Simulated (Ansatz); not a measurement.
```xyz
10

Sn    0.4516    0.2224   -0.4923
C    -0.0686    0.3521    2.8255
H    -1.0427    0.3663    2.3165
H     0.2812   -0.6856    2.9188
H    -0.1862    0.7878    3.8284
H     1.1050    0.2034   -2.0843
H    -1.1065    0.9414   -0.5266
H     0.3403   -1.3877    0.0871
H     1.4688    1.1406    0.5663
H     0.6670    0.9367    2.2458
```

Core potentials replace the inner electrons of Sn; not at a stationary point (largest force 0.5 eV/Å).

Computed with RKS B3LYP-D4/def2-SVP (Ansatz).

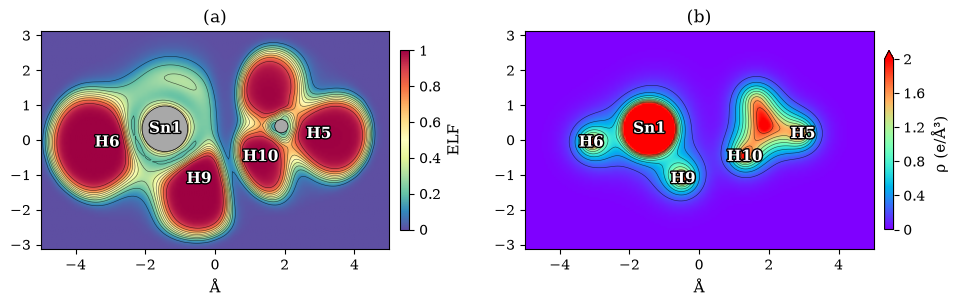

H4Sn···CH4. (a) ELF; (b) electron density on the plane of atoms H6, Sn1 and H9. Grey discs cover the atomic cores in the ELF map.

> Interpret the plot.

Atoms in the plane: Sn and H. H9···H10 (1.87 Å): the density falls to about 0.13 e/Å³ on the way; the ELF dips to about 0.10 between them. Sn–H (1.72 Å): ρ is about 1.1 e/Å³ halfway; the ELF climbs to about 1 towards the hydrogen.
